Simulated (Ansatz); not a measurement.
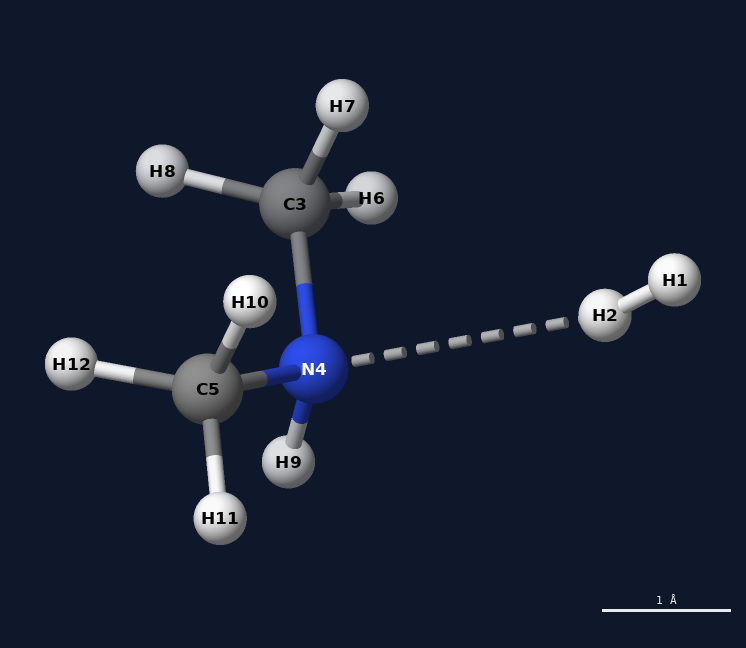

Two molecules or ions; the broken line marks their closest contact (measured against van der Waals radii). Geometry: a pair of rigid molecules at a changed separation. Program: Ansatz 0.2.0.

### Which two species are they?

H2 and C2H7N (`CNC.[H][H]`).

### How long is the contact?

H2···N4 is 2.62 Å.

Give the counterpoise-corrected interaction energy (kcal/mol, monomers kept as in the pair) with RHF-CCSD(T) (frozen core)/def2-TZVPPD; r2SCAN-D4/def2-TZVPPD; PBE-D4/def2-TZVPPD; PBE0-D4/def2-TZVPPD; B3LYP-D4/def2-TZVPPD; ωB97M-V/def2-TZVPPD.

```tsv
level	interaction energy (kcal/mol)
RHF-CCSD(T) (frozen core)/def2-TZVPPD	−1.1
r2SCAN-D4/def2-TZVPPD	−1.1
PBE-D4/def2-TZVPPD	−1.6
PBE0-D4/def2-TZVPPD	−1.4
B3LYP-D4/def2-TZVPPD	−1.2
ωB97M-V/def2-TZVPPD	−1.2
```
